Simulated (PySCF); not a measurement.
# C4H12N, charge +1, SMILES `C[N+](C)(C)C`: electronic structure

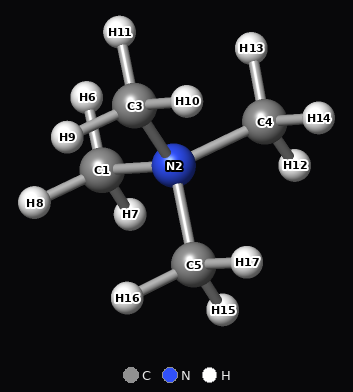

The molecule, with its atoms numbered as below. No frequency check shows the geometry to be a minimum.

Cartesian coordinates (Å):

```
C1      -1.2470   -0.7796   -0.1050
N2      -0.0007    0.0001    0.0000
C3      -0.3249    1.4131    0.2668
C4       0.7508   -0.1016   -1.2643
C5       0.8212   -0.5321    1.1020
H6      -1.8644   -0.3980   -0.9161
H7      -1.0223   -1.8268   -0.3003
H8      -1.8125   -0.7136    0.8239
H9      -0.8797    1.5040    1.1988
H10      0.5874    2.0020    0.3449
H11     -0.9314    1.8202   -0.5412
H12      0.9984   -1.1417   -1.4733
H13      0.1568    0.2873   -2.0893
H14      1.6759    0.4689   -1.2011
H15      1.0687   -1.5741    0.9222
H16      0.2802   -0.4635    2.0440
H17      1.7472    0.0350    1.1901
```

## 1. Bonding charge

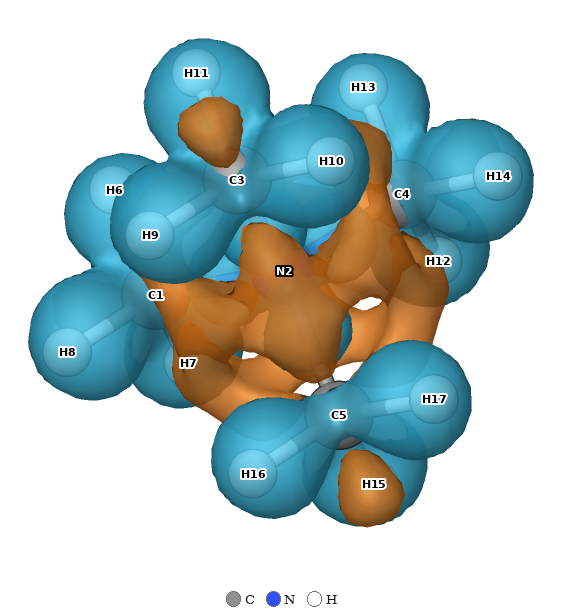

Deformation density (molecule less spherical, spin-averaged free atoms at the same positions), surfaces at ±0.09 e/Å³; light blue: gain, orange: loss.

PySCF calculation, B3LYP/6-311+G**, gas phase; geometry: GFN2-xTB.

How much density has each bond gained at its critical point, relative to the free atoms?

Answer. C5–H15, C1–H6, C3–H9, C4–H13 and 8 more like them: +0.75 e/Å³ at the bond critical point (bond length 1.09 Å). C1–N2, N2–C3, N2–C5 and N2–C4: +0.18 e/Å³ at the bond critical point (bond length 1.47 Å). In all, 3.4 electrons gather in the regions of gain relative to the promolecule of neutral atoms (the regions of loss give up this much and the cation's charge besides).

Where do the Hirshfeld charges lie?

Answer. The highest Hirshfeld charge is on N2 (+0.09 e), the lowest on C1, C3, C4 and C5 (−0.01 e).

```json
{"atom": "C1", "charge (e)": "−0.01"}
{"atom": "N2", "charge (e)": "+0.09"}
{"atom": "C3", "charge (e)": "−0.01"}
{"atom": "C4", "charge (e)": "−0.01"}
{"atom": "C5", "charge (e)": "−0.01"}
{"atom": "H6", "charge (e)": "+0.08"}
{"atom": "H7", "charge (e)": "+0.08"}
{"atom": "H8", "charge (e)": "+0.08"}
{"atom": "H9", "charge (e)": "+0.08"}
{"atom": "H10", "charge (e)": "+0.08"}
{"atom": "H11", "charge (e)": "+0.08"}
{"atom": "H12", "charge (e)": "+0.08"}
{"atom": "H13", "charge (e)": "+0.08"}
{"atom": "H14", "charge (e)": "+0.08"}
{"atom": "H15", "charge (e)": "+0.08"}
{"atom": "H16", "charge (e)": "+0.08"}
{"atom": "H17", "charge (e)": "+0.08"}
```

## 2. Bond critical points

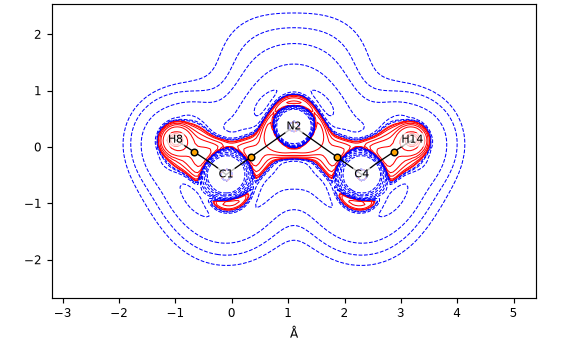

Negative Laplacian of the density (−∇²ρ) in the plane of C1, N2, C4, H8 and H14 (solid red lines positive, dashed blue lines negative, contours at ±0.02 to ±8 a.u.), with bond paths and bond critical points (dots).

At which bond critical points in this plane is charge locally concentrated, and at which depleted?

Answer. Concentrated (∇²ρ < 0): C4–H14 and C1–H8 (−0.98 a.u.); C1–N2 and N2–C4 (−0.62 a.u.). At none is it depleted.

Where along C4–H14 does the critical point lie?

Answer. 0.71 Å from C4 and 0.38 Å from H14.

## 3. Local ionisation energy

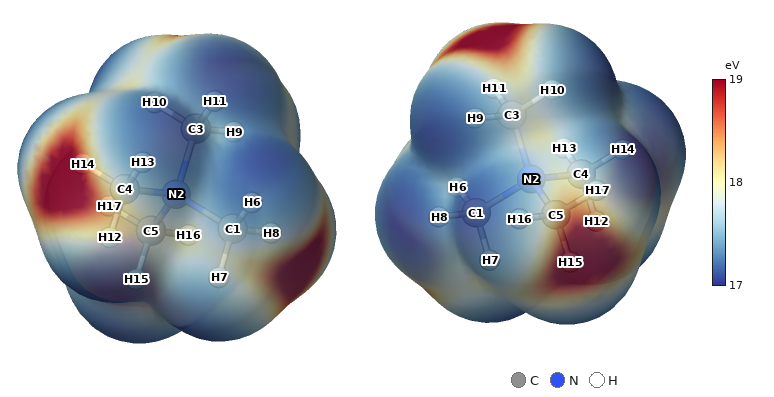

Average local ionisation energy on the surface of electron density 0.001 a.u. (back view left, front view right).

Where are the most loosely bound electrons on this surface?

Answer. The lowest value is 17.1 eV, 1.3 Å from H8, and at like points elsewhere. For comparison, the highest occupied orbital lies at −15.8 eV.

What volume does the surface enclose?

Answer. About 124 Å³.

## 4. In an electric field

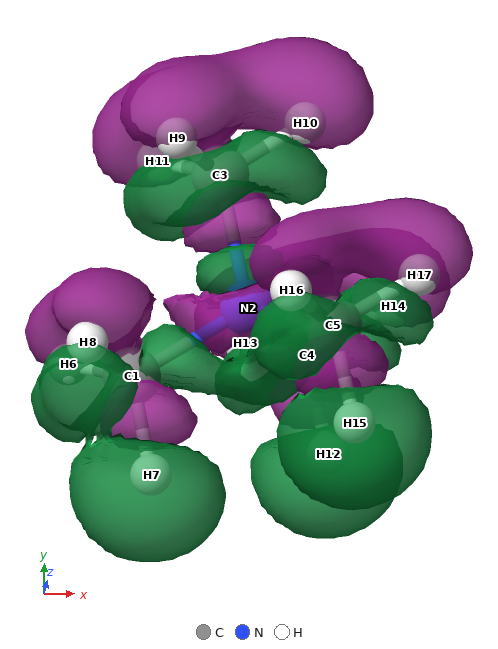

Change of the electron density in a uniform field of 0.26 V/Å, surfaces at ±0.0015 e/Å³ (green: gain, purple: loss).

Method: PBE0/6-311+G**; geometry: GFN2-xTB; program: PySCF. The basis has diffuse s and p functions alone, which still leaves polarisabilities too small, most of all across bonds.

Along which Cartesian direction does the field point?

Answer. Along +y: electrons gather on the −y side, against the field.

What dipole is induced, and what polarisability does it imply?

Answer. The induced dipole is 0.64 D (along the field); α along this axis, from the fields in both directions, is 50 bohr³ (7.5 Å³).

Which atoms gain and lose the most charge?

Answer. Electrons gather most on H7 and H15 alike (Hirshfeld charge changes by −0.009 e) and leave H10 most (+0.007 e); 0.069 electrons are displaced in all.

## 5. Removing or adding an electron

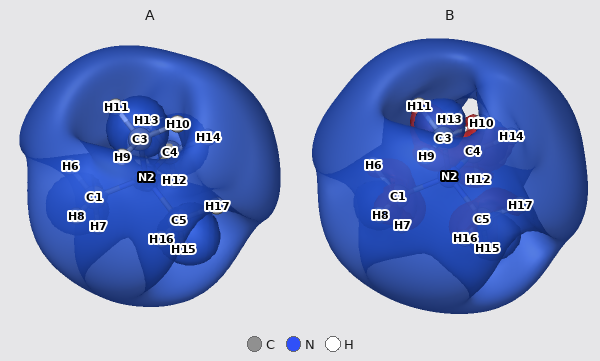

The Fukui function f⁺ from two separate SCF calculations and the density of the LUMO, at ±0.003 e/Å³ (blue positive, red negative).

PySCF calculation, B3LYP/6-31+G*, gas phase; geometry: GFN2-xTB.

Which panel is which, and how good is the frozen-orbital picture?

Answer. B is f⁺ (it has negative regions), A the LUMO density. The LUMO lies on C1, C3, C4 and C5 (10 % each); f⁺ (Hirshfeld-condensed) is largest on C1, C3, C4 and C5 (0.09 each) and H6, H7, H8, H9, H10, H11, H12, H13, H14, H15, H16 and H17 (0.05 each); the vertical electron affinity is 2.77 eV (the stability of the neutral species's solution wasn't checked). Relaxation shifts 4 % of the electron between atoms. The orbital energy is −4.20 eV.

## 6. Localised orbitals

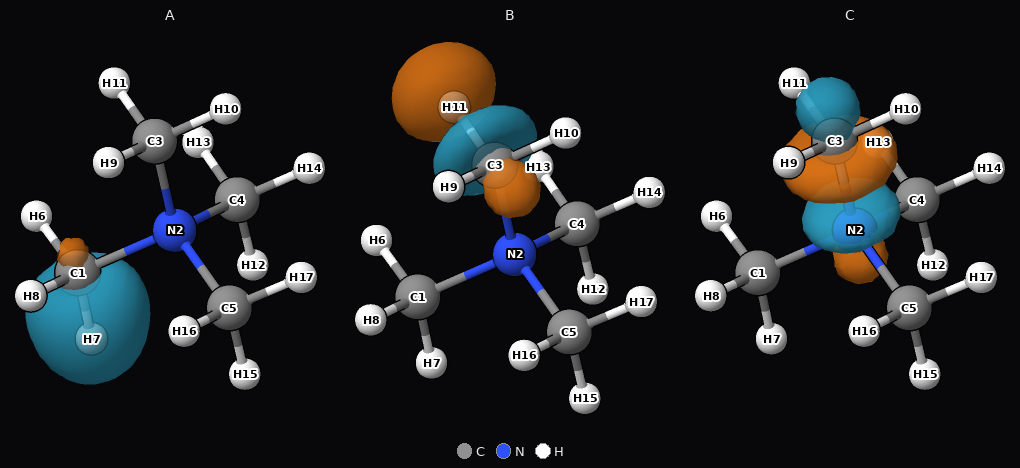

Intrinsic bond orbitals (IBO), occupied and valence-virtual; each surface holds about 70 % of the orbital's density. Energies are diagonal elements of the Fock matrix.

PySCF calculation, PBE0/def2-SVPD, gas phase; geometry: GFN2-xTB.

Name the orbitals, with their atomic make-up and energies.

Answer. By panel:
- A: σ bond C1–H7 (C1 59 %, H7 40 %; −19.1 eV)
- B: σ* orbital H11–C3 (H11 59 %, C3 41 %; 4.5 eV)
- C: σ* orbital C3–N2 (C3 61 %, N2 38 %; 2.1 eV)

The PySCF runs shown took 10 s, 27 s, 5.6 min and 12 s on 1 thread of AMD EPYC 9R45 96-Core Processor (Zen 5), on a shared host.
